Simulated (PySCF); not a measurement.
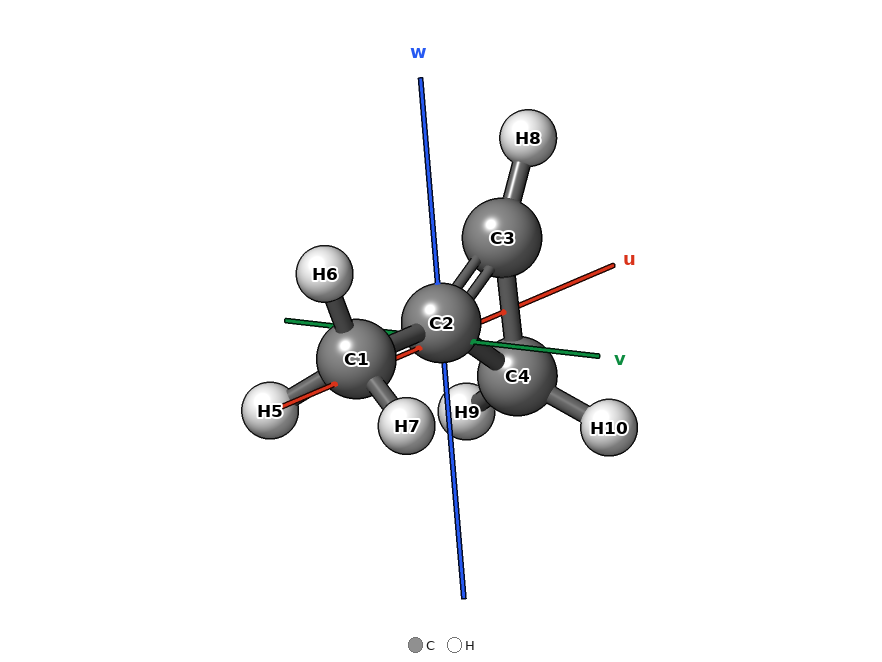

The lines u, v and w are the principal axes of the static dipole polarisability. Computed geometry: PBE0-D3(BJ)/def2-SVP optimisation. No frequency run is at hand to confirm it as a minimum. Level of theory: PBE0/def2-TZVP (PySCF 2.14.0).

Along which axis is the molecule most polarisable, and along which least?

Most along u (nearly parallel to the C1–C2 bond), least along v.

Give the three principal values.

u 55.8, v 35.9, w 47.7 bohr³; mean 46.5, anisotropy 17.3 bohr³.
